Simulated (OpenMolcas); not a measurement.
**NO (nitric oxide): UPW91/ANO-L-VTZP**

What is the energy change on altering one bond length of NO (nitric oxide) at UPW91/ANO-L-VTZP? 

The calculation is run with OpenMolcas 26.06.

### 1 The molecule

NO: 2 atoms, total charge 0, spin state doublet. As SMILES, `[N]=O`. Geometry: relaxed at GFN2-xTB.

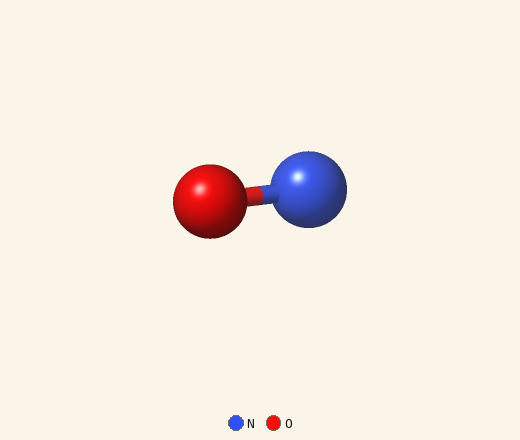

Viewed from a chosen angle; nitrogen blue, oxygen red.

### 2 A single-point energy at UPW91/ANO-L-VTZP

Contents of job.inp:

```
* NO Kohn-Sham DFT
>>> EXPORT MOLCAS_PRINT=2

&GATEWAY
  Coord
  2
  angstrom
  N       -0.490230       0.179450      -0.247330
  O        0.490230      -0.179450       0.247330
  Basis
  ANO-L-VTZP
  Group
  NoSym

&SEWARD

&SCF
  UHF
  Spin
  2
  KSDFT
  2
  1.0 GGA_X_PW91
  1.0 GGA_C_PW91
  PrOrbitals
  0
```

Command:

```bash
$ export MOLCAS_MEM=1860
$ pymolcas job.inp > job.log
```

The log of the run:

```text
--- Start Module: gateway ---
[...]
--- Stop Module: gateway /rc=_RC_ALL_IS_WELL_ ---
--- Start Module: seward ---
[...]
      Basis functions           60
--- Stop Module: seward /rc=_RC_ALL_IS_WELL_ ---
[...]
--- Start Module: scf ---
[...]
       Convergence after  13 Iterations
[...]
::    Total KS-DFT energy                            -129.9136280624
[...]
      Total spin, S                                     0.5010461888
[...]
      Total electronic charge=   15.000000
      Total            charge=   -0.000000
[...]
      Dipole Moment (debye):
      Origin of the operator (angstrom)=    0.0326   -0.0119    0.0164
                   X=  1.9022E-01               Y= -6.9632E-02               Z=  9.5971E-02           Total=  2.2415E-01
      Quadrupole Moment (debye*angstrom):
[...]
--- Stop Module: scf /rc=_RC_ALL_IS_WELL_ ---
[...]
```

It took 6.6 s on 1 thread of Intel Xeon Platinum 8488C (Sapphire Rapids), shared host; peak memory 0.39 GiB.

### 3 The distorted shape at the same level

Contents of job.inp:

```
* NO Kohn-Sham DFT
&GATEWAY
Coord
2
angstrom
N       -0.588302       0.215350      -0.296809
O        0.490230      -0.179450       0.247330
Basis=ANO-L-VTZP
Group=NoSym
&SEWARD
&SCF
UHF
Spin=2
KSDFT=2
1.0 GGA_X_PW91
1.0 GGA_C_PW91
PrOrbitals=0
```

Command:

```bash
$ export MOLCAS_MEM=1860
$ pymolcas job.inp > job.log
```

The log of the run:

```text
--- Start Module: gateway ---
[...]
--- Stop Module: gateway /rc=_RC_ALL_IS_WELL_ ---
--- Start Module: seward ---
[...]
      Basis functions           60
--- Stop Module: seward /rc=_RC_ALL_IS_WELL_ ---
[...]
--- Start Module: scf ---
[...]
       Convergence after  13 Iterations
[...]
::    Total KS-DFT energy                            -129.8957998562
[...]
      Total spin, S                                     0.5014192240
[...]
      Total electronic charge=   15.000000
      Total            charge=   -0.000000
[...]
      Dipole Moment (debye):
      Origin of the operator (angstrom)=   -0.0132    0.0048   -0.0067
                   X= -5.1863E-02               Y=  1.8985E-02               Z= -2.6166E-02           Total=  6.1113E-02
      Quadrupole Moment (debye*angstrom):
[...]
--- Stop Module: scf /rc=_RC_ALL_IS_WELL_ ---
[...]
```

It took 6.9 s on 1 thread of Intel Xeon Platinum 8488C (Sapphire Rapids), shared host; peak memory 0.39 GiB.

### 4 Results

At UPW91/ANO-L-VTZP:

| quantity | value |
| --- | --- |
| first shape: total energy | -129.91363 Eh |
| first shape: dipole moment | 0.22 D |
| first shape: HOMO energy (highest over α and β) | -4.66 eV |
| first shape: LUMO energy (lowest over α and β) | -4.37 eV |
| first shape: ⟨S²⟩ | 0.752 |
| distorted shape: total energy | -129.89580 Eh |
| distorted shape: dipole moment | 0.06 D |
| distorted shape: HOMO energy (highest over α and β) | -5.66 eV |
| distorted shape: LUMO energy (lowest over α and β) | -5.37 eV |
| distorted shape: ⟨S²⟩ | 0.753 |
| energy change with the N1–O2 bond stretched from 1.155 to 1.271 Å | 0.485 eV |

What this shows: With the N1–O2 bond stretched from 1.155 to 1.271 Å the energy rises by 0.49 eV (46.8 kJ/mol). The first shape isn't relaxed at this level, so the change isn't measured from a minimum.
